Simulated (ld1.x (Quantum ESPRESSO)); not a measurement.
```json
{
 "Element": "gallium (Ga)",
 "Generator": "ld1.x (Quantum ESPRESSO) 7.5",
 "Type": "ultrasoft",
 "Functional": "PBEsol",
 "Relativity": "scalar-relativistic",
 "Frozen core": "[Ar] 3d10",
 "Valence charge": "3",
 "Reference configuration": "4s1 4p2",
 "Partial waves": "4s (bound): rcutus 1.65 bohr; 4s channel at 3.5 Ry: rcutus 1.65 bohr; 4p (bound): rcutus 2.50 bohr; 4p channel at 0.3 Ry: rcutus 2.50 bohr",
 "Local potential": "all-electron potential smoothed inside 1.90 bohr (lloc = -2)",
 "Core correction": "none",
 "Augmentation charge": "PSQ, radius 1.55 bohr"
}
```

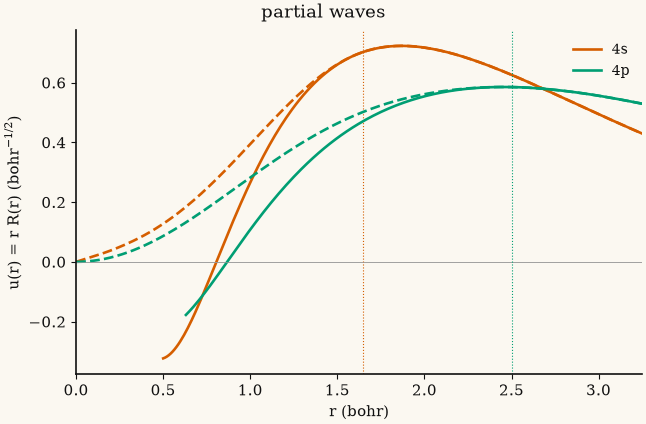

Partial waves u(r) = r R(r), all-electron (solid) and pseudo (dashed). Dotted lines mark the matching radii. The all-electron curves start outside the innermost oscillations, which aren't drawn.

Pseudo-waves: 4s has no node; 4p has no node.

* Cutoffs needed: 10 Ry and 15 Ry (the cutoffs, on a coarse ladder, from which the occupation-weighted sum of valence levels, in a spherical-Bessel basis at the reference potential, stays within 10 and 1 mRy of its value at 400 Ry)
* Ghost test: no ghost state below the valence levels in the s, p, d, f channels (spherical-Bessel basis up to 400 Ry, 20 bohr box)
* Largest excitation error: +22 meV (all-electron minus pseudo) for 4s0 4p3, out of 7 test configurations
* Lowest eigenvalue of the overlap operator: 0.51 (s channel)
* Density cutoff estimated by the generator: 103 Ry
